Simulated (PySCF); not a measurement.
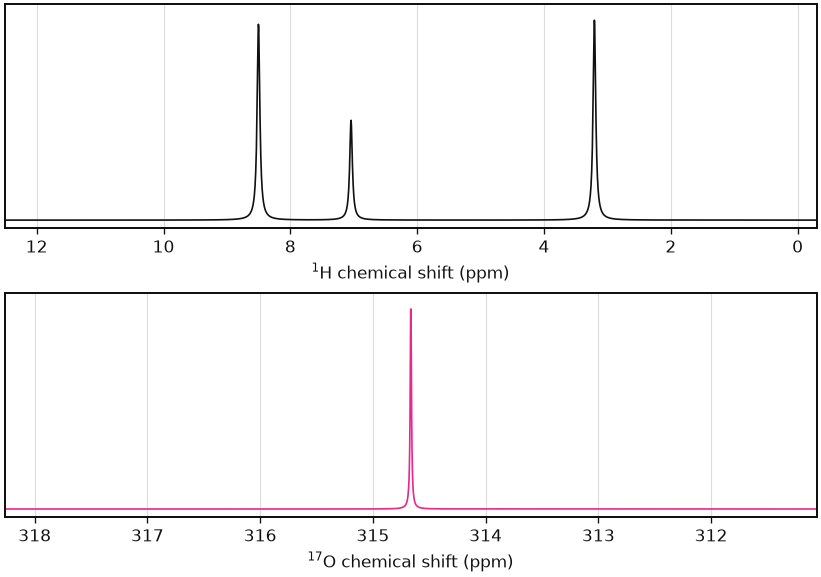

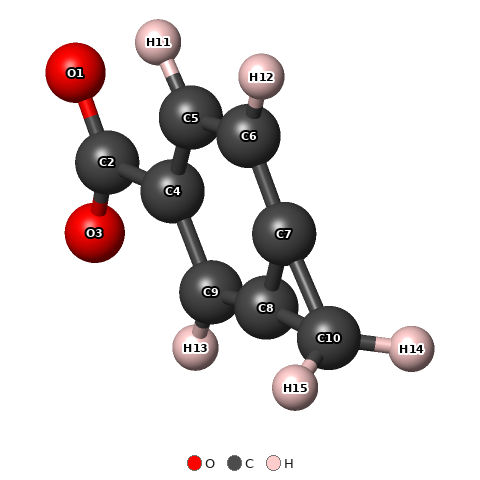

Spectrum and numbered structure of C₈H₅O₂⁻, SMILES O=C([O-])c1ccc2c(c1)C2. GIAO shifts, PBE0/pcSseg-1 with PySCF, at a GFN2-xTB geometry (no frequency check), against TMS for ¹H and H₂O for ¹⁷O computed at the same level (¹⁷O: a single water molecule, while the usual scale starts at liquid water and gives values some tens of ppm lower). Gas phase, fully decoupled, line heights follow the number of nuclei, widths are arbitrary (no quadrupolar broadening); values of one conformer, averaged over methyl-type rotors and exact or near symmetry; other conformers aren't averaged in.

Which atoms give which ¹H line?

```
δ (ppm)  nuclei     atoms
   8.51       1       H13
   8.50       1       H11
   7.04       1       H12
   3.20       2  H14, H15
```

The order of signals that lie close, as those under 0.08 ppm apart, is within the error of the method.

Where does the ¹⁷O line lie?

At 314.7 ppm (O1 and O3).

Note: the tight-binding geometry is rougher than a DFT one and adds to the error; an anion in a basis that has no diffuse functions.
